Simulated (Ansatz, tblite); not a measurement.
# Ge6H12 ring rod (Ge₅PH₁₂+): rung by rung

How do method and basis change the picture of Ge6H12 ring rod (Ge₅PH₁₂+) (singlet)?

The runs use Ansatz 0.2.0, Gaussian basis; as each input shows.

Levels to be run: GFN1-xTB, GFN2-xTB, PBE-D4/def2-TZVP, r2SCAN-D4/def2-TZVP, PBE-QIDH/def2-TZVP, PBE-D4/def2-SVP, PBE0-D4/def2-SVP, HF/6-31G, B3LYP-D4/6-31G, MP2/def2-SVP, RPA/def2-SVP.

8 further runs of the same task are left out: 7 that didn't finish, 1 set aside as unsound or not needed. Runs told in other sessions of the task aren't counted.

## 1. The structure

The geometry is that of the singlet, from an earlier relaxation (PBE0-D4/def2-SVP).

18 atoms, charge 1, spin multiplicity 1.

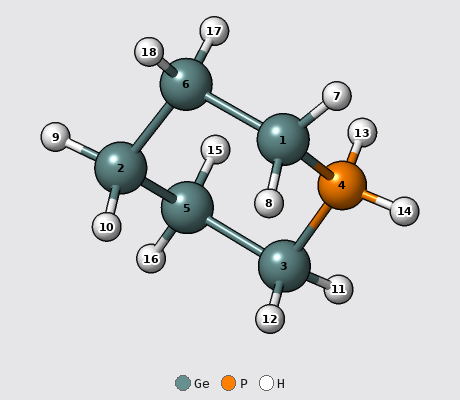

The structure; germanium teal, phosphorus orange, hydrogen white; atoms are numbered from 1 in the order of the file.

The ion is computed in the gas phase, without counter-ions or solvent.

PBE0-D4/def2-TZVP was run before; its log isn't repeated, and its numbers join the tables.

## 2. GFN1-xTB

Tight binding, by tblite at 300 K electronic temperature and without a spin-polarisation term:

```python
tblite.interface.Calculator('GFN1-xTB', numbers, positions, charge=1, uhf=0).singlepoint()
```

Energy -463.8401 eV, HOMO -15.16 eV, LUMO -11.77 eV; 0.019 s.

## 3. GFN2-xTB

Tight binding, by tblite at 300 K electronic temperature and without a spin-polarisation term:

```python
tblite.interface.Calculator('GFN2-xTB', numbers, positions, charge=1, uhf=0).singlepoint()
```

Energy -486.7744 eV, HOMO -14.36 eV, LUMO -10.02 eV; 0.014 s.

## 4. PBE-D4/def2-TZVP

start.molden holds the orbitals of an earlier run on this state, given as this run's starting guess.

Contents of in.yaml:

```yaml
crystal:
  periodic: [false, false, false]
  atoms:
    - {symbol: Ge, position_ang: [-0.633249, -0.729576, 2.115621]}
    - {symbol: Ge, position_ang: [2.135405, -0.689651, -0.686995]}
    - {symbol: Ge, position_ang: [-0.631137, 2.114334, -0.735003]}
    - {symbol: P, position_ang: [-1.881487, 0.675638, 0.672671]}
    - {symbol: Ge, position_ang: [0.704240, 0.634898, -2.136771]}
    - {symbol: Ge, position_ang: [0.703216, -2.135321, 0.640967]}
    - {symbol: H, position_ang: [-1.734725, -1.393537, 2.952916]}
    - {symbol: H, position_ang: [0.136466, 0.325001, 2.923731]}
    - {symbol: H, position_ang: [3.095262, -1.537607, -1.532235]}
    - {symbol: H, position_ang: [2.906406, 0.251480, 0.251827]}
    - {symbol: H, position_ang: [-1.731382, 2.951454, -1.401232]}
    - {symbol: H, position_ang: [0.139027, 2.923743, 0.318236]}
    - {symbol: H, position_ang: [-2.714691, -0.134057, -0.135726]}
    - {symbol: H, position_ang: [-2.829584, 1.421094, 1.415733]}
    - {symbol: H, position_ang: [-0.305209, -0.236950, -2.901214]}
    - {symbol: H, position_ang: [1.474320, 1.553063, -3.095807]}
    - {symbol: H, position_ang: [-0.305578, -2.902431, -0.229285]}
    - {symbol: H, position_ang: [1.472701, -3.091555, 1.562556]}
basis:
  gaussian: {orbitals: def2-TZVP, initial_orbitals: start.molden}
total_charge: 1
hamiltonian: {xc: pbe, dispersion: d4}
scf: {omitted_lower_state_checks: [starts]}
output: {forces: true, orbitals: {seedname: orbitals}}
```

On the command line:

```console
$ ansatz run in.yaml --threads 4 --pin off --events-out ev --progress --plain --max-ram 4787MiB
```

Output (excerpt; [...] marks lines left out):

```text
Functional definition: PBE
  name "PBE"
  cite "Perdew, Burke & Ernzerhof, Phys. Rev. Lett. 77, 3865 (1996) doi:10.1103/PhysRevLett.77.3865"
  parent pbe
[...]
2588 factors; their error is unknown
[...]
mean field -292023.29903893 eV, -10731.6582991791 hartree, gradient 2.7e-5 eV, S^2 0.000000; 0 other end points of the search recorded, 0 dependent functions left out
[...]
reference -292023.29910181 eV, -10731.6583014899 hartree; 93, 93 occupied and 256, 256 virtual orbitals, 2588 factors
Total energy: -292023.93690637 eV, -10731.6817403755 hartree
Atom 0 at    -0.633249    -0.729576     2.115621 Å, force    -0.003158    -0.026898    -0.073046 eV/Å
Atom 1 at     2.135405    -0.689651    -0.686995 Å, force    -0.034432    -0.000398    -0.000263 eV/Å
Atom 2 at    -0.631137     2.114334    -0.735003 Å, force    -0.003357    -0.073178    -0.027112 eV/Å
Atom 3 at    -1.881487     0.675638     0.672671 Å, force     0.063778     0.026277     0.026409 eV/Å
Atom 4 at     0.704240     0.634898    -2.136771 Å, force     0.030006    -0.032536     0.033725 eV/Å
Atom 5 at     0.703216    -2.135321     0.640967 Å, force     0.030120     0.033597    -0.032699 eV/Å
Atom 6 at    -1.734725    -1.393537     2.952916 Å, force    -0.110783    -0.054537     0.091519 eV/Å
Atom 7 at     0.136466     0.325001     2.923731 Å, force     0.060278     0.104433     0.077537 eV/Å
Atom 8 at     3.095262    -1.537607    -1.532235 Å, force     0.096376    -0.074310    -0.074014 eV/Å
Atom 9 at     2.906406     0.251480     0.251827 Å, force     0.076480     0.078008     0.077834 eV/Å
Atom 10 at    -1.731382     2.951454    -1.401232 Å, force    -0.110576     0.091476    -0.054693 eV/Å
Atom 11 at     0.139027     2.923743     0.318236 Å, force     0.060387     0.077878     0.104325 eV/Å
Atom 12 at    -2.714691    -0.134057    -0.135726 Å, force    -0.036354    -0.009563    -0.009602 eV/Å
Atom 13 at    -2.829584     1.421094     1.415733 Å, force    -0.060876     0.006808     0.006750 eV/Å
Atom 14 at    -0.305209    -0.236950    -2.901214 Å, force    -0.087982    -0.066117    -0.076400 eV/Å
Atom 15 at     1.474320     1.553063    -3.095807 Å, force     0.059030     0.089809    -0.094334 eV/Å
Atom 16 at    -0.305578    -2.902431    -0.229285 Å, force    -0.087942    -0.076601    -0.065986 eV/Å
Atom 17 at     1.472701    -3.091555     1.562556 Å, force     0.059007    -0.094148     0.090052 eV/Å
Dipole moment:    -0.710807     0.282677     0.281419 e Å
Checks for a lower state left out: starts
```

Wall time 12 s (4 threads of Arm Neoverse V2, shared host); peak memory 0.95 GiB.

Report: HOMO -10.54 eV, LUMO -5.74 eV.

## 5. r2SCAN-D4/def2-TZVP

Changes to in.yaml since step 4:

```diff
@@ -24,4 +24,4 @@
 total_charge: 1
-hamiltonian: {xc: pbe, dispersion: d4}
+hamiltonian: {xc: r2scan, dispersion: d4}
 scf: {omitted_lower_state_checks: [starts]}
-output: {forces: true, orbitals: {seedname: orbitals}}
+output: {orbitals: {seedname: orbitals}}
```

The command is unchanged.

Output:

```text
Functional definition: r2SCAN
  name "r2SCAN"
  cite "Furness, Kaplan, Ning, Perdew & Sun, J. Phys. Chem. Lett. 11, 8208 (2020) doi:10.1021/acs.jpclett.0c02405"
  cite "Furness, Kaplan, Ning, Perdew & Sun, J. Phys. Chem. Lett. 11, 9248 (2020) doi:10.1021/acs.jpclett.0c03077"
  parent r2scan
  parameter k0 = 0.174
  parameter k1 = 0.065
  parameter a1 = 4.9479
  exchange = r2scan_x(k0 = k0, k1 = k1, a1 = a1)
  correlation = r2scan_c
these checks for a lower state are left out or cut short: starts
2588 factors; their error is unknown
mean field evaluation 1: about -292069.1773 eV, gradient 1.3e1 eV
mean field evaluation 2: about -292069.2933 eV, gradient 1.7e-1 eV
mean field evaluation 4: about -292069.2468 eV, gradient 1.8e-4 eV
mean field -292069.24677050 eV, -10733.3468471698 hartree, gradient 2.4e-5 eV, S^2 0.000000; 0 other end points of the search recorded, 0 dependent functions left out
reference -292069.24678833 eV, -10733.3468478254 hartree; 93, 93 occupied and 256, 256 virtual orbitals, 2588 factors
Total energy: -292069.40449905 eV, -10733.3526435872 hartree
Checks for a lower state left out: starts
```

It took 21 s on 4 threads of Arm Neoverse V2, shared host; peak memory 1 GiB.

Report: HOMO -10.79 eV, LUMO -5.54 eV.

## 6. PBE-QIDH/def2-TZVP

Changes to in.yaml since step 5:

```diff
@@ -24,4 +24,3 @@
 total_charge: 1
-hamiltonian: {xc: r2scan, dispersion: d4}
+hamiltonian: {xc: {name: PBE-QIDH}}
 scf: {omitted_lower_state_checks: [starts]}
-output: {orbitals: {seedname: orbitals}}
```

The command is unchanged.

Output (excerpt; [...] marks lines left out):

```text
Functional definition: PBE-QIDH
  name "PBE-QIDH"
  cite "Brémond, Sancho-García, Pérez-Jiménez & Adamo, J. Chem. Phys. 141, 031101 (2014) doi:10.1063/1.4890314"
  cite "Perdew, Burke & Ernzerhof, Phys. Rev. Lett. 77, 3865 (1996) doi:10.1103/PhysRevLett.77.3865"
[...]
2451 factors; integrals over basis functions are off by at most 8.1e-4 eV
[...]
mean field -291970.27761054 eV, -10729.7097976251 hartree, gradient 2.3e-6 eV, S^2 0.000000; 0 other end points of the search recorded, 0 dependent functions left out
50 core orbitals not correlated: weight in the atoms' cores, before any rotation towards them, 1.000 or more for the frozen orbitals, at most 0.000 for the correlated occupied ones
reference -291970.27762897 eV, -10729.7097983025 hartree; 43, 43 occupied and 256, 256 virtual orbitals, 2451 factors
second order -43.37641678 eV of doubles, -0.00000000 eV of singles
Total energy: -291984.73643457 eV, -10730.2411496075 hartree
Checks for a lower state left out: starts
```

Run time: 40 s. Hardware: 4 threads of Arm Neoverse V2, shared host; peak memory 1.9 GiB.

## 7. PBE-D4/def2-SVP

Changes to in.yaml since step 6:

```diff
@@ -22,5 +22,6 @@
 basis:
-  gaussian: {orbitals: def2-TZVP, initial_orbitals: start.molden}
+  gaussian: {orbitals: def2-SVP, initial_orbitals: start.molden}
 total_charge: 1
-hamiltonian: {xc: {name: PBE-QIDH}}
+hamiltonian: {xc: pbe, dispersion: d4}
 scf: {omitted_lower_state_checks: [starts]}
+output: {orbitals: {seedname: orbitals}}
```

Same command.

Output:

```text
Functional definition: PBE
  name "PBE"
  cite "Perdew, Burke & Ernzerhof, Phys. Rev. Lett. 77, 3865 (1996) doi:10.1103/PhysRevLett.77.3865"
  parent pbe
  parameter kappa = 0.804
  parameter beta = 0.06672455060314922
  exchange = pbe_x(kappa = kappa, mu = beta*pi^2/3)
  correlation = pbe_c(beta = beta)
these checks for a lower state are left out or cut short: starts
2658 factors; their error is unknown
mean field evaluation 1: about -291984.1779 eV, gradient 1.4e1 eV
mean field evaluation 2: about -291984.4839 eV, gradient 2.9e-1 eV
mean field evaluation 4: about -291984.3077 eV, gradient 4.0e-4 eV
mean field -291984.30767136 eV, -10730.2253928503 hartree, gradient 1.1e-5 eV, S^2 0.000000; 0 other end points of the search recorded, 0 dependent functions left out
reference -291984.30772592 eV, -10730.2253948554 hartree; 93, 93 occupied and 145, 145 virtual orbitals, 2658 factors
Total energy: -291984.94553049 eV, -10730.2488337410 hartree
Checks for a lower state left out: starts
```

Run time: 5.5 s. Hardware: 4 threads of Arm Neoverse V2, shared host.

Report: HOMO -10.54 eV, LUMO -5.68 eV.

## 8. PBE0-D4/def2-SVP

Changes to in.yaml since step 7:

```diff
@@ -24,3 +24,3 @@
 total_charge: 1
-hamiltonian: {xc: pbe, dispersion: d4}
+hamiltonian: {xc: pbe0, dispersion: d4}
 scf: {omitted_lower_state_checks: [starts]}
```

Launched as before.

Output:

```text
Functional definition: PBE0
  name "PBE0"
  cite "Adamo & Barone, J. Chem. Phys. 110, 6158 (1999) doi:10.1063/1.478522"
  cite "Perdew, Burke & Ernzerhof, Phys. Rev. Lett. 77, 3865 (1996) doi:10.1103/PhysRevLett.77.3865"
  parent pbe
  parameter a = 0.25
  parameter kappa = 0.804
  parameter beta = 0.06672455060314922
  exchange = (1 - a)*pbe_x(kappa = kappa, mu = beta*pi^2/3) + a*exact_x
  correlation = pbe_c(beta = beta)
these checks for a lower state are left out or cut short: starts
2354 factors; integrals over basis functions are off by at most 1.2e-3 eV
mean field evaluation 1: about -291992.9954 eV, gradient 5.2e0 eV
mean field evaluation 2: about -291993.0480 eV, gradient 4.9e-2 eV
mean field evaluation 4: about -291993.1256 eV, gradient 3.9e-4 eV
mean field -291993.12558806 eV, -10730.5494453122 hartree, gradient 2.0e-5 eV, S^2 0.000000; 0 other end points of the search recorded, 0 dependent functions left out
reference -291993.12562910 eV, -10730.5494468203 hartree; 93, 93 occupied and 145, 145 virtual orbitals, 2354 factors
Total energy: -291993.68900583 eV, -10730.5701505332 hartree
Checks for a lower state left out: starts
```

Wall time 12 s (4 threads of Arm Neoverse V2, shared host); peak memory 1 GiB.

HOMO -11.56 eV, LUMO -4.89 eV.

## 9. HF/6-31G

Changes to in.yaml since step 8:

```diff
@@ -22,5 +22,5 @@
 basis:
-  gaussian: {orbitals: def2-SVP, initial_orbitals: start.molden}
+  gaussian: {orbitals: 6-31G}
 total_charge: 1
-hamiltonian: {xc: pbe0, dispersion: d4}
+hamiltonian: {xc: hf}
 scf: {omitted_lower_state_checks: [starts]}
```

Same command.

Output:

```text
Functional definition: HF
  name "HF"
  cite "Fock, Z. Phys. 61, 126 (1930) doi:10.1007/BF01340294"
  parent pbe
  exchange = exact_x
  correlation = 0
these checks for a lower state are left out or cut short: starts
1774 factors; integrals over basis functions are off by at most 3.8e-4 eV
mean field evaluation 1: about -291774.0429 eV, gradient 1.8e1 eV
mean field evaluation 2: about -291774.2509 eV, gradient 1.8e1 eV
mean field evaluation 4: about -291776.0801 eV, gradient 1.8e0 eV
mean field evaluation 8: about -291776.0884 eV, gradient 8.7e-2 eV
mean field -291776.08838867 eV, -10722.5734753475 hartree, gradient 1.5e-5 eV, S^2 0.000000; 0 other end points of the search recorded, 0 dependent functions left out
reference -291776.08838867 eV, -10722.5734753475 hartree; 93, 93 occupied and 89, 89 virtual orbitals, 1774 factors
Total energy: -291776.08838867 eV, -10722.5734753475 hartree
Checks for a lower state left out: starts
```

It took 4.9 s on 4 threads of Arm Neoverse V2, shared host; peak memory 0.76 GiB.

From the report: HOMO -13.70 eV, LUMO -1.89 eV.

## 10. B3LYP-D4/6-31G

Changes to in.yaml since step 9:

```diff
@@ -24,3 +24,3 @@
 total_charge: 1
-hamiltonian: {xc: hf}
+hamiltonian: {xc: {name: B3LYP}, dispersion: d4}
 scf: {omitted_lower_state_checks: [starts]}
```

The command is unchanged.

Output (excerpt; [...] marks lines left out):

```text
Functional definition: B3LYP
  name "B3LYP"
  cite "Stephens, Devlin, Chabalowski & Frisch, J. Phys. Chem. 98, 11623 (1994) doi:10.1021/j100096a001"
  cite "Becke, Phys. Rev. A 38, 3098 (1988) doi:10.1103/PhysRevA.38.3098"
  cite "Lee, Yang & Parr, Phys. Rev. B 37, 785 (1988) doi:10.1103/PhysRevB.37.785"
  cite "Vosko, Wilk & Nusair, Can. J. Phys. 58, 1200 (1980) doi:10.1139/p80-159"
[...]
1774 factors; integrals over basis functions are off by at most 3.8e-4 eV
[...]
mean field -292027.64078651 eV, -10731.8178554600 hartree, gradient 4.4e-5 eV, S^2 0.000000; 0 other end points of the search recorded, 0 dependent functions left out
reference -292027.64117812 eV, -10731.8178698512 hartree; 93, 93 occupied and 89, 89 virtual orbitals, 1774 factors
Total energy: -292028.68295993 eV, -10731.8561546266 hartree
Checks for a lower state left out: starts
```

Wall time 7.5 s (4 threads of Arm Neoverse V2, shared host); peak memory 0.81 GiB.

HOMO -11.28 eV, LUMO -5.06 eV.

## 11. MP2/def2-SVP

Changes to in.yaml since step 10:

```diff
@@ -22,5 +22,5 @@
 basis:
-  gaussian: {orbitals: 6-31G}
+  gaussian: {orbitals: def2-SVP, initial_orbitals: start.molden}
 total_charge: 1
-hamiltonian: {xc: {name: B3LYP}, dispersion: d4}
+correlation: {method: mp2}
 scf: {omitted_lower_state_checks: [starts]}
```

Launched as before.

Output:

```text
Functional definition: HF
  name "HF"
  cite "Fock, Z. Phys. 61, 126 (1930) doi:10.1007/BF01340294"
  parent pbe
  exchange = exact_x
  correlation = 0
these checks for a lower state are left out or cut short: starts
2354 factors; integrals over basis functions are off by at most 1.2e-3 eV
mean field evaluation 1: about -291785.0466 eV, gradient 2.9e1 eV
mean field evaluation 2: about -291786.7196 eV, gradient 1.5e0 eV
mean field evaluation 4: about -291786.7673 eV, gradient 1.9e-1 eV
mean field evaluation 8: about -291786.7674 eV, gradient 2.0e-6 eV
mean field -291786.76735576 eV, -10722.9659201499 hartree, gradient 2.0e-6 eV, S^2 0.000000; 0 other end points of the search recorded, 0 dependent functions left out
50 core orbitals not correlated: weight in the atoms' cores, before any rotation towards them, 1.000 or more for the frozen orbitals, at most 0.000 for the correlated occupied ones
reference -291786.76735576 eV, -10722.9659201499 hartree; 43, 43 occupied and 145, 145 virtual orbitals, 2354 factors
second order -34.73483163 eV of doubles, -0.00000000 eV of singles
Total energy: -291821.50218739 eV, -10724.2424016681 hartree
Checks for a lower state left out: starts
```

Wall time 14 s (4 threads of Arm Neoverse V2, shared host); peak memory 1.1 GiB.

From the report: Hartree-Fock HOMO -13.77 eV, LUMO -1.71 eV.

## 12. RPA/def2-SVP

Changes to in.yaml since step 11:

```diff
@@ -24,4 +24,4 @@
 total_charge: 1
-correlation: {method: mp2}
+hamiltonian: {xc: pbe}
+correlation: {method: rpa}
 scf: {omitted_lower_state_checks: [starts]}
-output: {orbitals: {seedname: orbitals}}
```

Same command.

Output (excerpt; [...] marks lines left out):

```text
Functional definition: PBE
  name "PBE"
  cite "Perdew, Burke & Ernzerhof, Phys. Rev. Lett. 77, 3865 (1996) doi:10.1103/PhysRevLett.77.3865"
  parent pbe
[...]
2354 factors; integrals over basis functions are off by at most 1.2e-3 eV
[...]
mean field -291984.30768031 eV, -10730.2253931793 hartree, gradient 2.2e-6 eV, S^2 0.000000; 0 other end points of the search recorded, 0 dependent functions left out
50 core orbitals not correlated: weight in the atoms' cores, before any rotation towards them, 1.000 or more for the frozen orbitals, at most 0.000 for the correlated occupied ones
reference -291783.52675906 eV, -10722.8468304175 hartree; 43, 43 occupied and 145, 145 virtual orbitals, 2354 factors
Total energy: -291837.94083208 eV, -10724.8465107179 hartree
Checks for a lower state left out: starts
```

Run time: 19 s. Hardware: 4 threads of Arm Neoverse V2, shared host; peak memory 0.8 GiB.

## 13. Comparison

```tsv
level	functions	HOMO (eV)	LUMO (eV)	gap (eV)	time
HF/6-31G	182	-13.70	-1.89	11.81	4.9 s
PBE-D4/def2-SVP	238	-10.54	-5.68	4.86	5.5 s
PBE-D4/def2-TZVP	349	-10.54	-5.74	4.80	12 s
r2SCAN-D4/def2-TZVP	349	-10.79	-5.54	5.25	21 s
B3LYP-D4/6-31G	182	-11.28	-5.06	6.22	7.5 s
PBE0-D4/def2-SVP	238	-11.56	-4.89	6.67	12 s
PBE0-D4/def2-TZVP	349	-11.53	-4.94	6.59	26 s
```

Energy pieces by basis (eV):

```tsv
basis	HF	MP2 correlation	total
def2-SVP	-291786.7674	-34.7348	-291821.5022 (MP2)
```

## 14. Results

```
                                                 quantity                                value
gap in def2-TZVP, named functionals, smallest and largest  4.80 eV (PBE-D4), 6.59 eV (PBE0-D4)
                         correlation energy, MP2/def2-SVP                            -34.73 eV
          PBE0 total energy, smallest basis above largest       38.81 eV (def2-SVP, def2-TZVP)
```

**Reading.** Over the named functionals in def2-TZVP the gap runs from 4.80 eV (PBE-D4) to 6.59 eV (PBE0-D4); exact exchange widens it.

The slowest run with a step of its own, PBE-QIDH/def2-TZVP, took 40 s; the quickest functional in def2-TZVP took 12 s (shared host).
